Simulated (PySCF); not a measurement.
**C$_{2}$ (triplet): density, localisation and related maps**

```xyz
2

C     0.0000    0.0000   -0.6520
C     0.0000    0.0000    0.6520
```

Computed with PySCF 2.14.0, PBE0/def2-TZVP, non-relativistic Hamiltonian with scalar-relativistic core potentials where named, at a bond length of 1.304 Å.

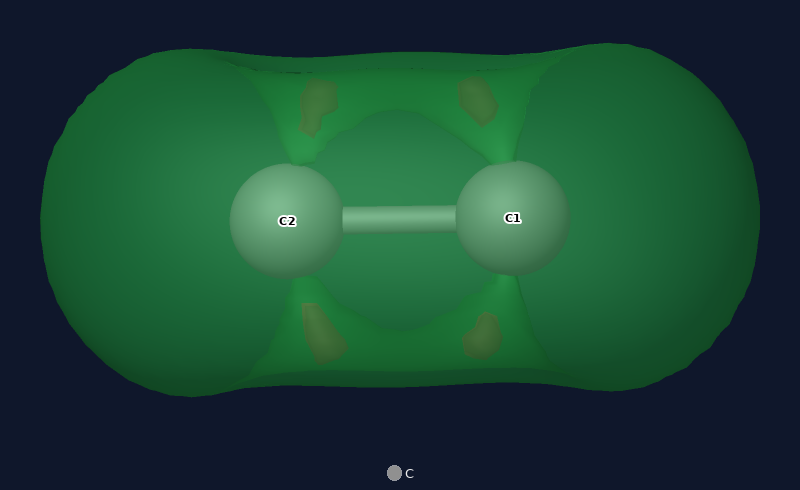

Figure 1. Isosurfaces of the spin density (α minus β) at +0.02 (green) and −0.02 e/Å³ (red), seen from one side.

Where is the unpaired spin?

The unpaired spin (2 electrons) lies mostly on C1 (about 1.0) and C2 (about 1.0), in electrons by Hirshfeld's partition.

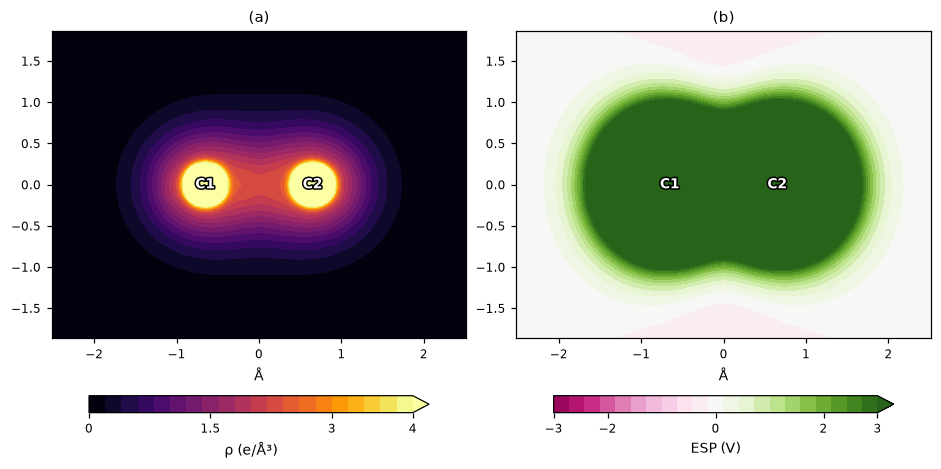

Figure 2. (a) electron density; (b) electrostatic potential on a plane that holds the molecular axis.

Describe what can be read from this map.

The section cuts through C sites.
C–C (1.30 Å): ρ at the midpoint is about 2.3 e/Å³.
Outside the dense part of the molecule the potential is most negative (−0.3 V) near C1 and C2.

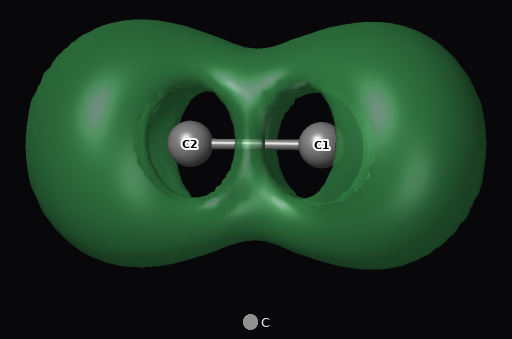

Figure 3. Isosurface of the electron localisation function at 0.8 (green), seen from one side. Core shells and regions of very low density are left out.

What do the ELF domains correspond to?

The surface consists of one region between bonded C–C atoms (shared pairs). Profiles from the grid: C–C (1.30 Å): the ELF peaks at about 0.90 between the atoms (a multiple bond).
